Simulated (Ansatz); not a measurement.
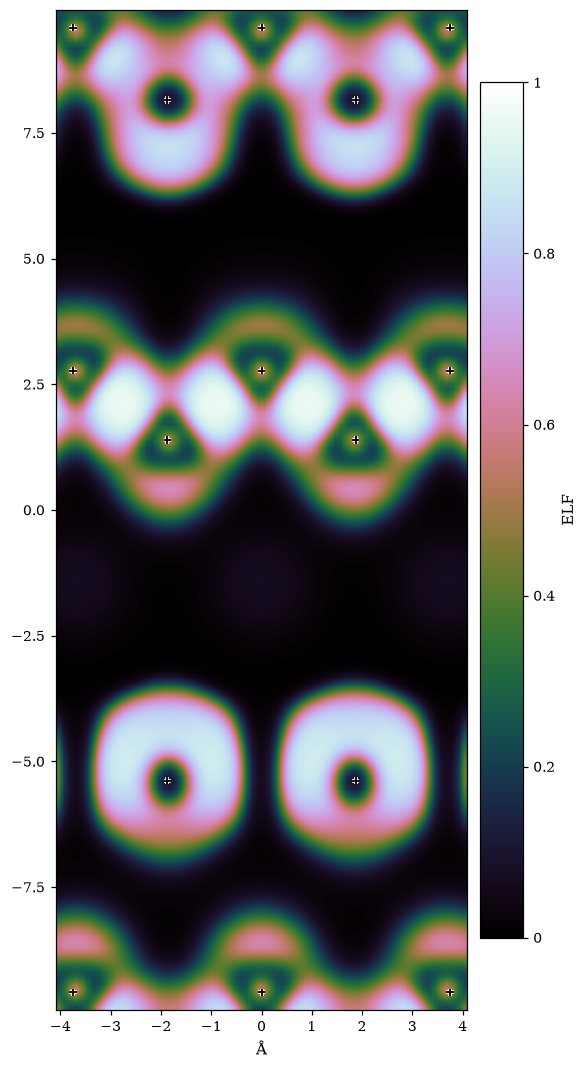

The electron localisation function on a plane through atoms (crosses mark nuclei in the plane).

Theory: Ansatz 0.2.0, DFT PBE, scalar-relativistic, plane waves, PAW.

Candidates:
A. Si₃Se₂, a = 3.75 Å, b = 3.75 Å, c = 19.19 Å, α = 90.00°, β = 90.00°, γ = 90.00°. Space group I-4m2; a generated structure, not necessarily the stable one.
B. Al₂SiF₂, a = 3.88 Å, b = 5.70 Å, c = 5.73 Å, α = 90.00°, β = 90.00°, γ = 90.00°. Space group Pmmm; a generated structure, not necessarily the stable one.
C. Si₆Ge, a = 5.21 Å, b = 5.21 Å, c = 4.97 Å, α = 90.00°, β = 90.00°, γ = 120.00°. Space group P6/mmm; a generated structure, not necessarily the stable one.

> Which system is this?

Candidate A: Si₃Se₂ on the (010) plane of the conventional cell, which holds Si and Se. Si–Si (2.33 Å): the ELF peaks at about 0.95 between the atoms. Si–Se (2.36 Å): the ELF peaks at about 0.85 between the atoms.
